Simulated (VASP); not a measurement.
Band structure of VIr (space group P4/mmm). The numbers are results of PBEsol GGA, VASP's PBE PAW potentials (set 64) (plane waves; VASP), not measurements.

Unless said otherwise, spin-orbit coupling is left out, though it shifts the bands of the heavy elements here.

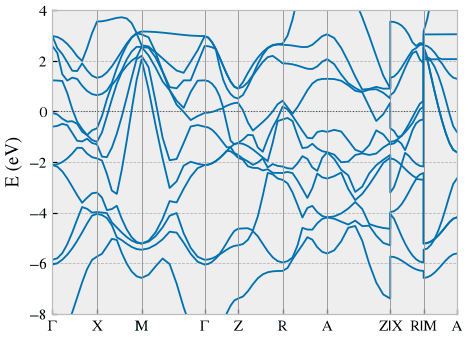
Figure. Bands along high-symmetry lines, zero at the valence-band maximum or, without a gap, the Fermi level

### Question
Read the plot: is there a gap, and where are the band edges?

### Answer
It has no gap at this level: it comes out as a metal or semimetal. (Edges off the drawn lines would not show.)

The structure comes from a computed database's VIr entry (P4/mmm); how it stands against other phases isn't given here. It was relaxed first. The run is not spin-polarised, so no magnetic state was tried.
